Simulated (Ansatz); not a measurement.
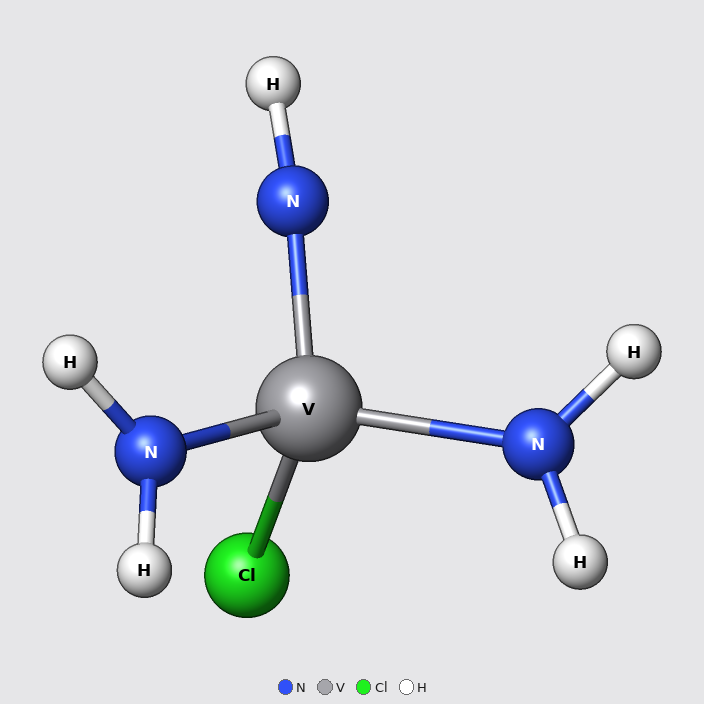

Charge 0, singlet. Sticks follow a distance rule. Harmonic vibrations computed with RKS PBE0-D4/def2-TZVP (Ansatz 0.2.0) at a stationary point of the same level.

Q: Is this a minimum or a saddle point?

A: A minimum: no imaginary frequency, and the lowest mode lies at 160 cm⁻¹.

Q: How many vibrational modes are there, and where do they lie?

A: 24 modes: 160, 166, 212, 238, 257, 290, 399, 433, 442, 471, 481, 507, 608, 647, 736, 790, 1099, 1530, 1534, 3561, 3564, 3614, 3687, 3687 cm⁻¹.
